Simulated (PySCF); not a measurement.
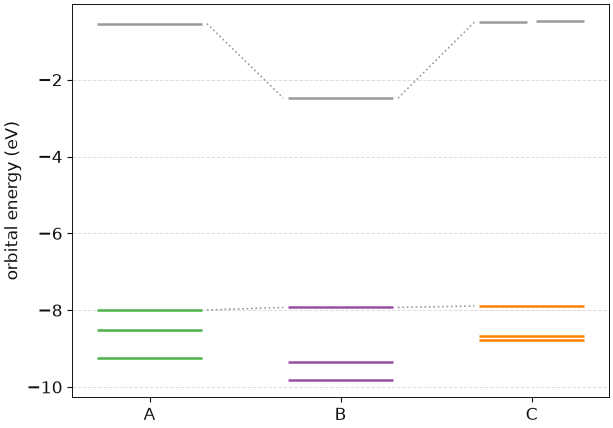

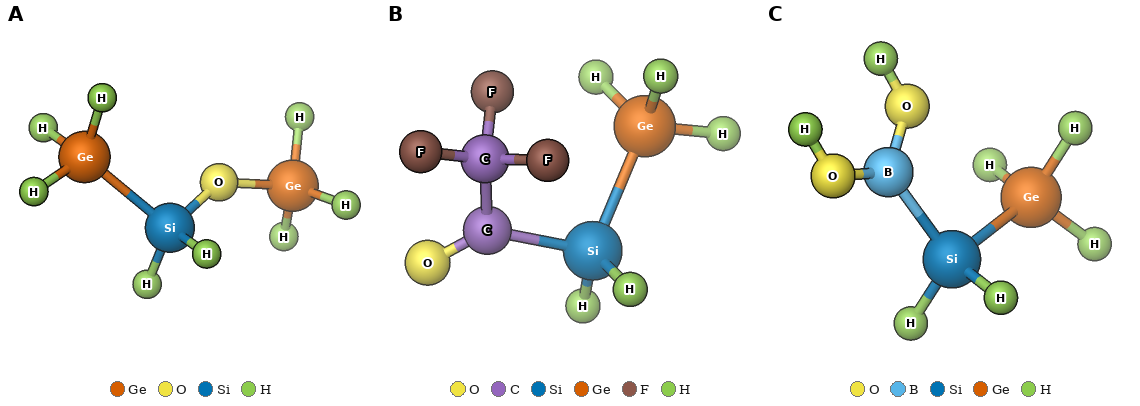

Related molecules: A is Ge₂SiH₈O, SMILES [GeH3][O][SiH2][GeH3], singlet; B is C₂H₅F₃GeOSi, SMILES O=C([SiH2][GeH3])C(F)(F)F, singlet; C is BGeSiH₇O₂, SMILES OB(O)[SiH2][GeH3], singlet. Frontier orbital energies, PBE0/def2-SVPD with PySCF 2.14.0, at a GFN2-xTB geometry (no frequency check); drawn are at most three filled levels and, in grey, the LUMO with any level within 0.03 eV of it; dotted lines join the HOMOs and the LUMOs.

**What does the change do to the frontier levels?**

From A to B the HOMO rises by 0.07 eV and the LUMO falls by 1.94 eV, so the separation goes from 7.46 to 5.45 eV. From A to C the HOMO rises by 0.10 eV and the LUMO hardly moves, so the separation goes from 7.46 to 7.39 eV.

Caveats, for all or some of the runs: one conformer of a flexible molecule; the tight-binding geometry is rougher than a DFT one and adds to the error.
